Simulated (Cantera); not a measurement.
Feed: 1 mol N2O, 0.039 mol H2O, at 65.0 bar.

These are equilibrium values from Cantera (NASA tables, ideal gas, pure condensed phases), not measurements of a reactor. Candidate condensed phases: H2O; 47 gas species. Ions and electrons are included (thermal ionisation). The ideal-gas law is rough above about 30 bar. Kinetics and transport are ignored.

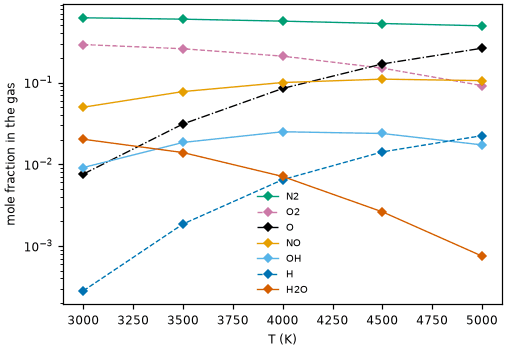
Figure: Equilibrium gas composition (values under 1e-9 drawn at 1e-9)

### Question
Read off the mole fractions at 5000 K.

### Answer
N2 about 0.50, O about 0.26, NO about 0.11, O2 about 0.092, H about 0.022, OH about 0.017, H2O about 0.00075.
